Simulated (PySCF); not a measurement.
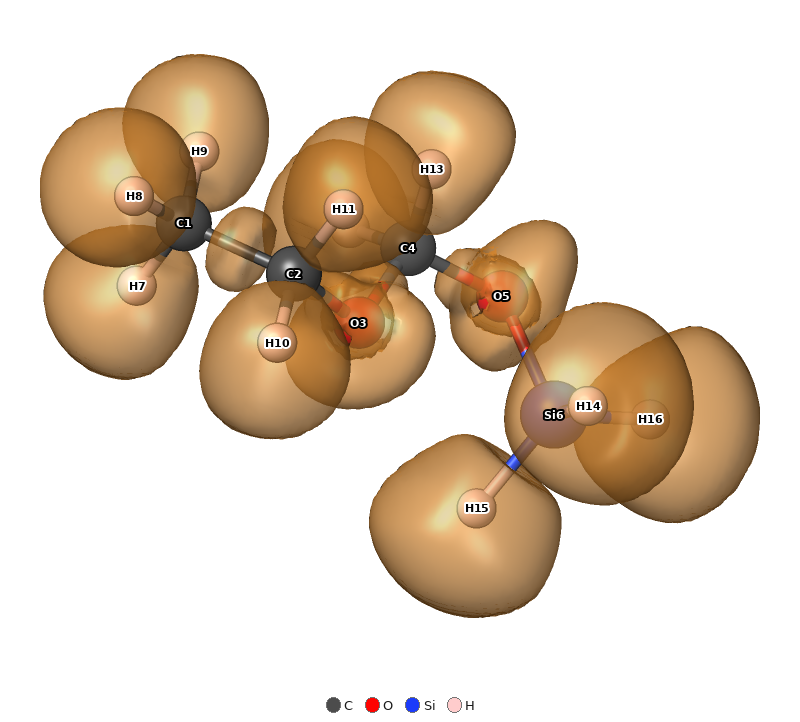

C₃H₁₀O₂Si (SMILES CCOCO[SiH3]). Isosurface of the electron localisation function at 0.75 (orange), seen at an oblique angle. Core shells and regions of very low density are left out.

Geometry: GFN2-xTB.

The calculation used PBE0/pcSseg-1, SCF density, gas phase, non-relativistic (PySCF).

```xyz
16

C    -2.4247   -0.1570   -0.1177
C    -1.1602    0.3764   -0.7853
O    -0.0312    0.3717    0.0613
C     0.4977   -0.8836    0.3758
O     1.8253   -0.7538    0.6718
Si    2.6460    0.6439    0.4440
H    -2.6101    0.3799    0.8092
H    -3.2723   -0.0177   -0.7834
H    -2.3266   -1.2167    0.1066
H    -1.2928    1.4263   -1.0573
H    -0.9446   -0.2038   -1.6954
H    -0.0161   -1.3191    1.2510
H     0.3771   -1.5732   -0.4817
H     2.6503    1.0477   -0.9643
H     2.1285    1.7317    1.2692
H     3.9462    0.1566    0.8848
```

> Identify the bonds, lone pairs and shells in this picture.

The ELF exceeds this value in one region between bonded C–C atoms (shared pairs), ten regions around hydrogen nuclei and two regions on O in which the atom's valence shell and bonds are merged. Along the contacts the grid gives the following. C–O (1.37 Å): the ELF peaks at about 0.90 between the atoms, as expected for a shared but strongly polarised pair. C–C (1.53 Å): the ELF peaks at about 0.95 between the atoms (a shared electron pair).
